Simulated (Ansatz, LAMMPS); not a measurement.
**Electronic structure of glassy 32SiO2-46B2O3-11MgO-11CaO (mol %) (137 atoms)**

What does DFT give for glassy 32SiO2-46B2O3-11MgO-11CaO (mol %) (137 atoms) as built?

Calculated with Ansatz 0.2.0; Kohn-Sham DFT, PBE, PAW (set soft_2), plane waves.

## Step 1: The structure

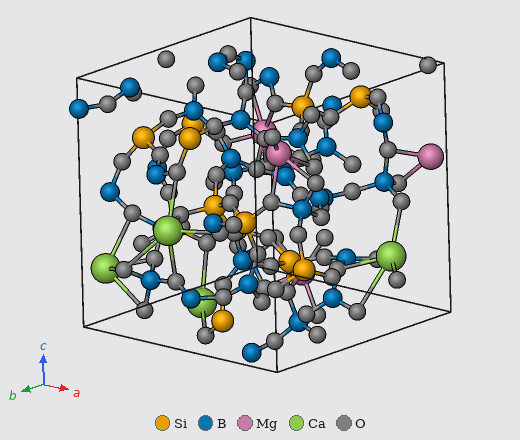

Start, viewed from a free direction; silicon orange, boron blue, magnesium pink, calcium green, oxygen grey. Bonds to atoms that aren't drawn are left out. Some periodic images of atoms are drawn too.

The cell holds 137 atoms: 12 Si, 34 B, 4 Mg, 4 Ca and 83 O. Cell: a = 11.515 Å, b = 11.515 Å, c = 11.515 Å, α = 90.0°, β = 90.0°, γ = 90.0°. 137 atoms (12 Si, 34 B, 4 Mg, 4 Ca, 83 O) placed at random at 2.18 g/cm³, melted at 3000 K for 20 ps at fixed volume with the Buckingham and Coulomb pair potential of Guillot and Sator (Geochim. Cosmochim. Acta 71, 1249 (2007)) with the boron terms of Wang et al. (J. Non-Cryst. Solids 498, 294 (2018)). Quenched from 3000 K to 300 K at 300 K/ps and fixed volume, held 10 ps at zero pressure.

Limits known from the start: The quench rate of 300 K/ps is many orders above laboratory rates, so the cell is likely richer in defects and strain than a real sample. The network of bonds at the start is that of the classical potential that made the cell, and needn't be the one that DFT or experiment would give. Only the Γ point is sampled, in a cell whose shortest periodic width is 12 Å.

## Step 2: How the cell was made

A classical potential supplies the starting structure, since it reaches far longer times than DFT.

This step: classical MD, Buckingham and Coulomb pair potential of Guillot and Sator (Geochim. Cosmochim. Acta 71, 1249 (2007)) with the boron terms of Wang et al. (J. Non-Cryst. Solids 498, 294 (2018)) (LAMMPS 22 Jul 2025 - Update 4).

in.lmp

```
# melt-quench of Si12B34Mg4Ca4O83
units metal
atom_style charge
boundary p p p
region box block 0 12.0359 0 12.0359 0 12.0359
create_box 5 box
mass 1 28.0850   # Si
mass 2 10.8100   # B
mass 3 24.3050   # Mg
mass 4 40.0780   # Ca
mass 5 15.9990   # O
create_atoms 1 random 12 37743 NULL overlap 1.5 maxtry 2000
create_atoms 2 random 34 37750 NULL overlap 1.5 maxtry 2000
create_atoms 3 random 4 37757 NULL overlap 1.5 maxtry 2000
create_atoms 4 random 4 37764 NULL overlap 1.5 maxtry 2000
create_atoms 5 random 83 37771 NULL overlap 1.5 maxtry 2000
pair_style buck/coul/long 9.0
pair_coeff * * 0.0 1.0 0.0
pair_coeff 1 5 50306.10 0.161 46.2978   # Si-O
pair_coeff 2 5 206941.81 0.124 35.0018   # B-O
pair_coeff 3 5 32652.64 0.178 27.281   # Mg-O
pair_coeff 4 5 155667.70 0.178 42.2597   # Ca-O
pair_coeff 5 5 9022.79 0.265 85.0921   # O-O
pair_coeff 2 2 484.40 0.35 0.0   # B-B
pair_coeff 1 2 337.70 0.29 0.0   # Si-B
set type 1 charge 1.89
set type 2 charge 1.4175
set type 3 charge 0.945
set type 4 charge 0.945
set type 5 charge -0.945
kspace_style pppm 1.0e-4
neigh_modify delay 0 every 1 check yes
thermo_style custom step time temp pe press density
thermo_modify norm yes
# [... 17 lines left out ...]
fix md all nvt temp 3000 300 0.1
run 9000 post no
unfix md
thermo 3333
fix md all npt temp 300 300 0.1 iso 0 0 1
run 10000 post no
unfix md
write_dump all custom glass.dump id type xs ys zs modify sort id
```

The run is started by

```
$ lmp -in in.lmp -log none -nocite
```

Numbers of over 12 decimals in the logs are rounded to 6 here.

The log of the run:

```text
LAMMPS (22 Jul 2025 - Update 4)
Created orthogonal box = (0 0 0) to (12.0359 12.0359 12.0359)
Created 12 atoms
Created 34 atoms
Created 4 atoms
Created 4 atoms
Created 83 atoms
PPPM initialization ...
  G vector (1/distance) = 0.3261271
  grid = 10 10 10
  estimated relative force accuracy = 6.6918602e-05
   Step          Time           Temp          PotEng         Press         Density
         0   0              0              1.4664012      1348540.1      2.1809742
       100   0.1            0             -10.884354     -34494.843      2.1809742
       122   0.122          0             -10.949942     -39896.776      2.1809742
Loop time of 0.176305 s on 1 MPI rank(s) for 122 steps with 137 atoms
Minimization stats:
  Stopping criterion = energy tolerance
  Energy initial, next-to-last, final =
       1.4664012126203  -10.9490613880694  -10.9499419853392
  Force two-norm initial, final = 587.96576 4.6560249
  Iterations, force evaluations = 122 200
   Step          Time           Temp          PotEng         Press         Density
         0   0              3000          -10.949942     -7588.9165      2.1809742
       500   0.5            2772.6258     -10.665131     -7966.5712      2.1809742
      1000   1              2939.7643     -10.719377      15650.131      2.1809742
Loop time of 0.649665 s on 1 MPI rank(s) for 1000 steps with 137 atoms
   Step          Time           Temp          PotEng         Press         Density
      1000   1              2939.7643     -10.719377      15650.131      2.1809742
      3333   3.333          3266.5443     -10.742684      7977.2096      2.1809742
      6666   6.666          2811.5124     -10.705715      9291.4319      2.1809742
      9999   9.999          3192.3102     -10.701864     -1387.5135      2.1809742
     13332   13.332         2867.8634     -10.676003      10725.863      2.1809742
     16665   16.665         2943.5773     -10.702876     -30681.913      2.1809742
[... 2 lines left out ...]
Loop time of 12.856 s on 1 MPI rank(s) for 20000 steps with 137 atoms
   Step          Time           Temp          PotEng         Press         Density
[... 12 lines left out ...]
Loop time of 5.68881 s on 1 MPI rank(s) for 9000 steps with 137 atoms
   Step          Time           Temp          PotEng         Press         Density
[... 1 line left out ...]
     33330   33.33          283.46263     -11.20893       853.59754      2.5133306
     36663   36.663         284.93481     -11.204623     -9250.198       2.5135788
     39996   39.996         297.3367      -11.202919      11080.742      2.4920236
     40000   40             275.69501     -11.199949      2089.4363      2.4906399
Loop time of 8.01131 s on 1 MPI rank(s) for 10000 steps with 137 atoms
```

Wall time 27 s (1 thread of Arm Neoverse V1, shared host); peak memory 0.078 GiB.

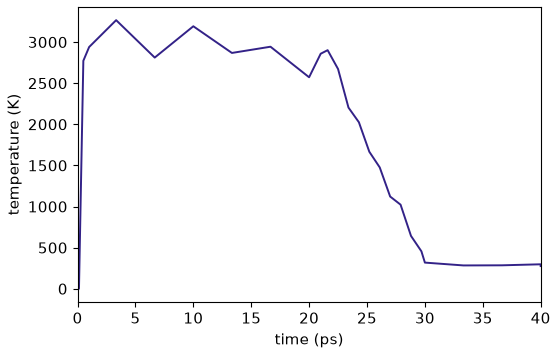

Temperature against time.

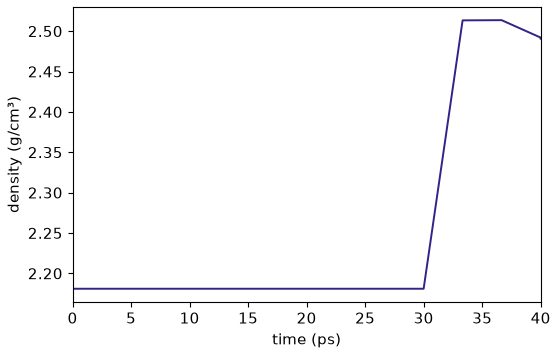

Density, plotted against time.

## Step 3: Plane-wave single point

The electrons are solved once, with the atoms held.

input.yaml

```yaml
crystal:
  lattice:
    - [11.51485, 0.0, 0.0]
    - [0.0, 11.51485, 0.0]
    - [0.0, 0.0, 11.51485]
  atoms:
    - { symbol: Si, position: [0.08603, 0.72339, 0.70886] }
    - { symbol: Si, position: [0.49563, 0.88716, 0.87874] }
    - { symbol: Si, position: [0.55549, 0.32405, 0.82119] }
    - { symbol: Si, position: [0.24921, 0.33676, 0.30307] }
    - { symbol: Si, position: [0.64918, 0.82438, 0.46849] }
    - { symbol: Si, position: [0.45824, 0.70847, 0.03713] }
    - { symbol: Si, position: [0.00396, 0.36882, 0.60432] }
    - { symbol: Si, position: [0.78096, 0.23918, 0.88233] }
    - { symbol: Si, position: [0.73594, 0.62124, 0.30547] }
    - { symbol: Si, position: [0.33396, 0.10019, 0.0719] }
    - { symbol: Si, position: [0.3891, 0.89716, 0.44912] }
    - { symbol: Si, position: [0.30008, 0.56183, 0.43305] }
    - { symbol: B, position: [0.6599, 0.84667, 0.70687] }
    - { symbol: B, position: [0.01795, 0.21316, 0.87532] }
    - { symbol: B, position: [0.81471, 0.3849, 0.27516] }
    - { symbol: B, position: [0.48388, 0.61352, 0.26137] }
    - { symbol: B, position: [0.54642, 0.50028, 0.9826] }
    - { symbol: B, position: [0.87774, 0.73619, 0.11517] }
    - { symbol: B, position: [0.69967, 0.3427, 0.08409] }
    - { symbol: B, position: [0.52025, 0.11643, 0.9605] }
    - { symbol: B, position: [0.30576, 0.6734, 0.84464] }
    - { symbol: B, position: [0.19639, 0.9136, 0.97651] }
    - { symbol: B, position: [0.88332, 0.81264, 0.76963] }
    - { symbol: B, position: [0.23395, 0.32902, 0.71128] }
    - { symbol: B, position: [0.85836, 0.97538, 0.42175] }
    - { symbol: B, position: [0.12531, 0.74835, 0.1498] }
    - { symbol: B, position: [0.99773, 0.98983, 0.87306] }
    - { symbol: B, position: [0.20633, 0.7617, 0.37622] }
    - { symbol: B, position: [0.84535, 0.19034, 0.54033] }
    - { symbol: B, position: [0.41569, 0.58929, 0.65278] }
    - { symbol: B, position: [0.02376, 0.2709, 0.24363] }
    - { symbol: B, position: [0.37692, 0.96832, 0.69846] }
    [... 99 atom lines left out ...]
    - { symbol: O, position: [0.1492, 0.62961, 0.11901] }
    - { symbol: O, position: [0.37105, 0.89768, 0.79997] }
    - { symbol: O, position: [0.49021, 0.84346, 0.01697] }
    - { symbol: O, position: [0.33751, 0.69395, 0.9575] }
    - { symbol: O, position: [0.92212, 0.92343, 0.79441] }
    - { symbol: O, position: [0.95807, 0.71794, 0.77673] }
kpoints:
  mp_grid: { grid: [1, 1, 1] }
hamiltonian:
  xc: pbe
scf:
  occupations: { method: fixed }
output:
  forces: true
  stress: true
  populations: true
  dos:
    method: { smearing: { sigma: 0.1 } }
    de: 0.1
    projected: { site_lists: { B: [B], Ca: [Ca], Mg: [Mg], O: [O], Si: [Si] } }
  eigenvalues: true
  write_density: true
  write_potential: true
  volumetric_format: npy
```

The run is started by

```
$ ansatz run input.yaml --threads 8 --pin off --max-ram 15872MiB --backend cpu --events-out ev --progress --plain --runs-dir out
```

The log of the run:

```text
Engine: ansatz 0.2.0, aarch64-unknown-linux-gnu
Pseudopotentials: kind: paw
Pseudopotential: Si, paw, valence charge 4, recommended cutoff 420 eV (normal), Si.paw.azcp
Pseudopotential: B, paw, valence charge 3, recommended cutoff 420 eV (normal), B.paw.azcp
Pseudopotential: Mg, paw, valence charge 10, recommended cutoff 420 eV (normal), Mg.paw.azcp
Pseudopotential: Ca, paw, valence charge 10, recommended cutoff 420 eV (normal), Ca.paw.azcp
Pseudopotential: O, paw, valence charge 6, recommended cutoff 420 eV (normal), O.paw.azcp
[... 5 lines on functional and potentials left out ...]
Crystal: 137 atoms, lattice volume = 1526.774 Å³
Basis set: ecut = 420 eV, 29855 PW (Γ), exchange–correlation on 160×160×160 points (8 copies of the dense FFT grid, shifted against one another)
Bands: 501, of which v1, the nominal top of the filled ones, is band 364 counted from 1 (363 counted from 0)
Symmetry: 1 space group operations
Space group: P1 (ITA 1), of the structure as read, at distance tolerance 1.2e-4 Å
k-points: 1
[... 11 lines on functional and potentials left out ...]
Initial density: superposition of atomic densities (neutral atoms: chi_scale 0, normalization atom), corrected by the library's trained network
Initial wavefunctions: pseudopotential atomic-orbital guess
Functional: x = pbe(κ = 0.804, μ = 0.219515), c = pbe(β = 0.066725)
SCF iter   1: F=—  HF=-75112.071261 eV  |F-HF|=—  |Δ(HF+E_count)|=         —  Δρ=4.18e-3  dr2=4.25e-1  ethr=1.77e-3  ⟨swp⟩=7.0  Hψ=1820  notcnv=0  defer=134
preconditioner: auto → Resta (q_TF=auto, 2.411 Å⁻¹)  ε∞=3.3  [insulator: Δε(μ)=3.188 eV  Ē_g=16.594 eV  n_scr=364 (ndim 8)  ℏωp=24.9 eV  f_vac=0.128  ε∞_Penn≈3.3]
SCF iter   2: F=—  HF=-75112.010283 eV  |F-HF|=—  |Δ(HF+E_count)|=   6.10e-2  Δρ=2.04e-3  dr2=9.31e-2  ethr=5.84e-5  ⟨swp⟩=3.0  Hψ=817  notcnv=0  defer=135
SCF iter   3: F=—  HF=-75111.996312 eV  |F-HF|=—  |Δ(HF+E_count)|=   1.40e-2  Δρ=8.37e-4  dr2=2.23e-2  ethr=1.28e-5  ⟨swp⟩=4.0  Hψ=619  notcnv=0  defer=135
SCF iter   4: F=—  HF=-75111.991429 eV  |F-HF|=—  |Δ(HF+E_count)|=   4.88e-3  Δρ=3.08e-4  dr2=1.72e-3  ethr=3.06e-6  ⟨swp⟩=3.0  Hψ=625  notcnv=0  defer=135
SCF iter   5: F=—  HF=-75111.991413 eV  |F-HF|=—  |Δ(HF+E_count)|=   1.67e-5  Δρ=1.74e-4  dr2=3.85e-4  ethr=2.37e-7  ⟨swp⟩=2.0  Hψ=922  notcnv=0  defer=135
SCF iter   6: F=—  HF=-75111.991405 eV  |F-HF|=—  |Δ(HF+E_count)|=   7.42e-6  Δρ=5.34e-5  dr2=3.70e-5  ethr=5.29e-8  ⟨swp⟩=2.0  Hψ=664  notcnv=0  defer=135
SCF iter   7: F=—  HF=-75111.991095 eV  |F-HF|=—  |Δ(HF+E_count)|=   3.10e-4  Δρ=1.98e-5  dr2=5.92e-6  ethr=5.08e-9  ⟨swp⟩=2.0  Hψ=726  notcnv=0  defer=134
SCF iter   8: F=—  HF=-75111.991099 eV  |F-HF|=—  |Δ(HF+E_count)|=   4.33e-6  Δρ=1.16e-5  dr2=1.76e-6  ethr=8.14e-10  ⟨swp⟩=2.0  Hψ=637  notcnv=0  defer=134
SCF iter   9: F=—  HF=-75111.991099 eV  |F-HF|=—  |Δ(HF+E_count)|=   1.59e-7  Δρ=2.91e-6  dr2=1.31e-7  ethr=2.41e-10  ⟨swp⟩=2.0  Hψ=634  notcnv=0  defer=134
SCF iter  10: F=-75111.991099 eV  HF=-75111.991099 eV  |F-HF|=1.28e-8  |Δ(HF+E_count)|=   1.82e-7  Δρ=1.88e-6  dr2=4.37e-8  ethr=1.37e-11  ⟨swp⟩=25.0  Hψ=5670  notcnv=0
SCF 1 converged in 10 iterations: F = -75111.991099 eV  dr2 = 4.37e-8
  greatest PAW one-centre occupation: 1.000 electrons in one spin orbital (limit 2), on the Mg atom at site 46 (counted from 0), in its partial waves of l = 0
SCF converged after 10 iterations
Free energy (F): -75111.991099 eV
Harris-Foulkes:  -75111.991099 eV  (|F-HF|=1.28e-8)
Internal energy: -75111.991099 eV  (E = F + TS)
E sigma→0 (E₀):  -75111.991099 eV
Fermi energy:    4.827654 eV
--- Per-component energies (eV) ---
  E_band       = -4763.900712
  E_kinetic    = 18294.845563
  E_local      = -52829.834488  (includes V_loc(G=0)·N_el)
  E_nonlocal   = 5301.652600
  E_hartree    = 19248.080837
  E_xc         = -8525.671158
  E_vxc        = -10483.446476  (∫ρ·V_xc dr)
  E_paw        = -26624.046697  (= ΣΔE_a)
  E_vpaw       = -3543.493116  (= ΣTr[D̂ρ^β])
  E_aug_tail   = 0.212781  (compensation charges beyond the density's cutoff)
  E_ewald      = -29977.230537
  E_smearing   = -0.000000  (= −TS)
  E_closure    = 0.000000  (closes the sum)
  Σ components = -75111.991099   (vs F -75111.991099, Δ=0.00e0)
--- Forces (eV/Å), atoms counted from 1 ---
  atom   1  Si    -0.82359920     0.97133597    -0.84237604
  atom   2  Si    -1.83022514     2.64377807    -1.46073157
  atom   3  Si     0.31250611    -0.40744076    -0.31937996
  atom   4  Si     1.51611593    -0.17848420     0.19990665
  atom   5  Si     2.33142128     1.40207467    -0.55320458
  atom   6  Si    -1.43899413    -2.50883905    -0.51770532
  atom   7  Si    -1.63441900     0.53143070    -0.16630350
  atom   8  Si     0.71126318     0.05074794    -1.14772027
  atom   9  Si    -1.76568237     3.08334567    -1.41340752
  atom  10  Si    -2.19906942     0.17336490    -2.16137945
  atom  11  Si     1.46144969    -1.26013578     1.51359840
  atom  12  Si     0.83207504     0.49954351    -0.95341089
  atom  13  B      2.34261337     1.45017887    -1.53768129
  atom  14  B      1.06801462    -1.21349359    -0.88116647
[...]
atom 136  O     -0.75906664     0.32320471    -0.87104170
  atom 137  O      0.81287659    -0.10201374     0.31327416
  max |Σ_I F_I| component: 1.54e-4 eV/Å
--- Stress (GPa, compression-positive) ---
       -2.116737      -0.328963      -2.128764
       -0.328956      -1.831969      -0.197533
       -2.128756      -0.197533      -2.775350
  P = ⅓ Tr σ = -2.2414 GPa (-22.414 kbar)
--- Band table (eV) ---
  k-point 0: bands = ["-71.6163", "-70.3343", "-69.2152", "-69.0001", [... 485 levels ...], "14.7179", "14.7560", "14.8190", "14.8617", "14.9004", "14.9523", "14.9672", "14.9857", "15.0656", "15.0945", "15.1373", "15.1657"]
--- Löwdin populations: 137 sites ---
  site symbol       q [e]
     0     Si      2.2314
     1     Si      2.2336
     2     Si      2.2487
[...]
136      O      6.6021
  spilling = 0.010325 (of n_electrons = 728.000000)
```

Wall time 22 s (8 threads of Arm Neoverse V1, shared host); peak memory 2.3 GiB; 2.8 min of CPU time.

The run gave:

| Quantity | Value |
| --- | --- |
| free energy | -75111.9911 eV |
| free energy per atom | -548.2627 eV/atom |
| SCF cycles | 10 |
| pressure | -2.241 GPa |
| r.m.s. force component | 1.156 eV/Å |
| longest force | 4.61 eV/Å |
| Fermi energy | 4.828 eV |
| gap (highest filled to lowest empty level) | 2.799 eV |
| spilling of the projection | 0.01033 |

Length of the force by element:

| element | coordination | atoms | mean length of the force (eV/Å) | spread | least | most |
| --- | --- | --- | --- | --- | --- | --- |
| B | all | 34 | 2.41 | 0.873 | 0.535 | 4.61 |
| Ca | all | 4 | 0.903 | 0.363 | 0.438 | 1.45 |
| Mg | all | 4 | 1.16 | 0.355 | 0.788 | 1.59 |
| O | all | 83 | 1.58 | 0.686 | 0.403 | 3.68 |
| Si | all | 12 | 2.23 | 0.967 | 0.605 | 3.82 |

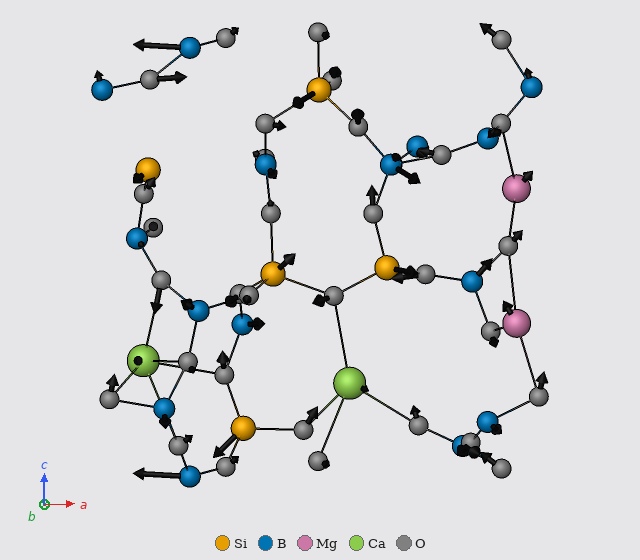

Forces as arrows; the longest in the cell is 4.61 eV/Å. Drawn is a slice 4 Å thick, seen along the normal of the ac plane.

Löwdin charges by element (they lack the spilled electrons, 0.055 e an atom on average):

| element | coordination | atoms | mean charge (e) | spread | least | most |
| --- | --- | --- | --- | --- | --- | --- |
| B | all | 34 | 0.607 | 0.0568 | 0.476 | 0.681 |
| Ca | all | 4 | 1.79 | 0.0088 | 1.78 | 1.80 |
| Mg | all | 4 | 1.67 | 0.022 | 1.64 | 1.69 |
| O | all | 83 | -0.580 | 0.130 | -0.960 | -0.373 |
| Si | all | 12 | 1.76 | 0.0203 | 1.73 | 1.80 |

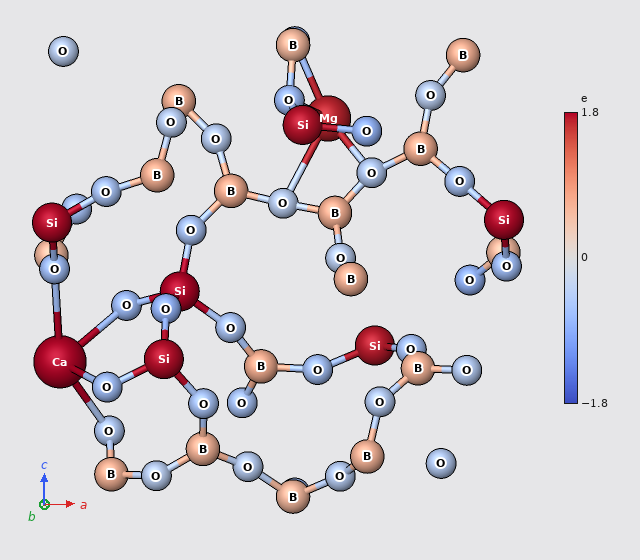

Atoms coloured by Löwdin charge. Drawn is a slice 4 Å thick, seen along the normal of the ac plane. Bonds to atoms that aren't drawn are left out.

Density of states as counts of states in windows of 1 eV (from the Fermi level), total and the larger projections:

| from (eV) | to (eV) | total | O p | B p |
| --- | --- | --- | --- | --- |
| -14 | -13 | 0.0 | 0.0 | 0.0 |
| -13 | -12 | 0.8 | 0.6 | 0.0 |
| -12 | -11 | 9.9 | 6.9 | 0.5 |
| -11 | -10 | 22.5 | 15.6 | 1.7 |
| -10 | -9 | 26.8 | 18.7 | 3.1 |
| -9 | -8 | 39.1 | 27.6 | 6.0 |
| -8 | -7 | 39.9 | 28.3 | 7.3 |
| -7 | -6 | 33.5 | 24.6 | 5.9 |
| -6 | -5 | 51.6 | 41.3 | 5.6 |
| -5 | -4 | 60.9 | 52.3 | 4.0 |
| -4 | -3 | 76.7 | 69.9 | 2.6 |
| -3 | -2 | 73.9 | 69.6 | 1.6 |
| -2 | -1 | 43.3 | 41.3 | 0.6 |
| -1 | 0 | 17.9 | 17.2 | 0.2 |
| 0 | 1 | 1.2 | 1.2 | 0.0 |
| 1 | 2 | 0.0 | 0.0 | 0.0 |
| 2 | 3 | 4.0 | 0.5 | 1.4 |
| 3 | 4 | 15.2 | 1.1 | 3.2 |
| 4 | 5 | 30.9 | 3.5 | 9.5 |

With fixed occupations the program's Fermi level is the highest filled level; weight inside the gap is the broadening of levels at its edges.

Between -26 and -14 eV lie 190 more states.

About 41 of the 728 electrons lie in deeper levels, below the stored range.

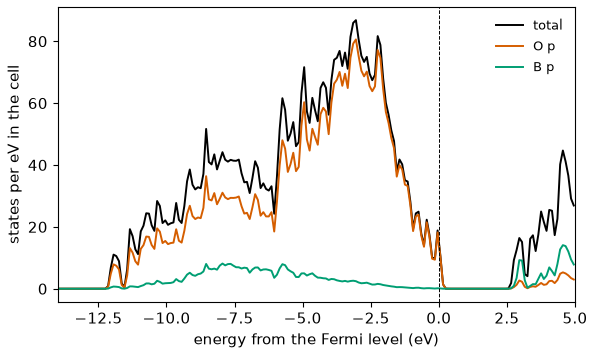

Total and projected density of states, with the broadening of the input.

(Part 1 of 2 ends here.)

[Logs are printed without paths, hosts, clocks, repeated set-up lines and the standing remarks that a program may print on its own settings, such as how far it seeks lower states.]

[Hosts, paths, dates, database ids (printed as entryN), source tags and the programs' standing remarks are cut or masked in the printed files.]
